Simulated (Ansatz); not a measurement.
H10Si4···HF

```xyz
16

Si   -0.4283    0.5346    0.5586
Si    1.4089   -0.6051    1.4553
Si   -0.1882    0.9156   -1.7328
Si   -2.3807   -0.7135    0.8759
H    -0.5812    1.8582    1.2312
H     2.5007    0.5954   -1.8616
F     3.0604   -0.0761   -1.5531
H     2.6298    0.2375    1.4124
H     1.1007   -0.9390    2.8731
H     1.6277   -1.8653    0.7016
H    -1.2795    1.7672   -2.2741
H     1.0926    1.6402   -2.0268
H    -0.1503   -0.3671   -2.4821
H    -2.2244   -2.0401    0.2216
H    -2.6355   -0.9206    2.3262
H    -3.5528   -0.0219    0.2748
```

The reactant side of a reaction path; geometry: PBE0-D4/def2-TZVP.

All numbers below come from Ansatz 0.2.0, RKS PBE0-D4/def2-TZVPP.

Q: What will maps of the electron density and electron localisation function show?

A: Si–Si (2.34 Å): ρ is about 0.62 e/Å³ halfway; the ELF peaks at about 1 between the atoms; localised, covalent bonding.
Si–H (1.49 Å): ρ at the midpoint is about 0.8 e/Å³; the ELF climbs to about 1 towards the hydrogen, as it does in any bond to H.

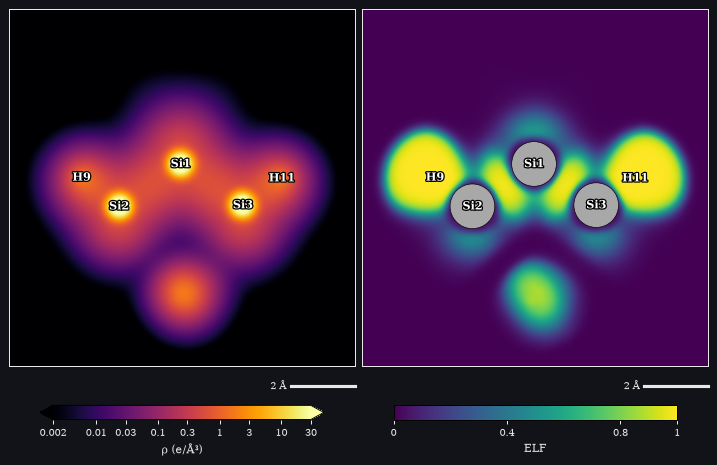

Computed electron density and electron localisation function on the plane of atoms Si2, Si1 and Si3, in this order. Grey discs cover the atomic cores in the ELF map. 
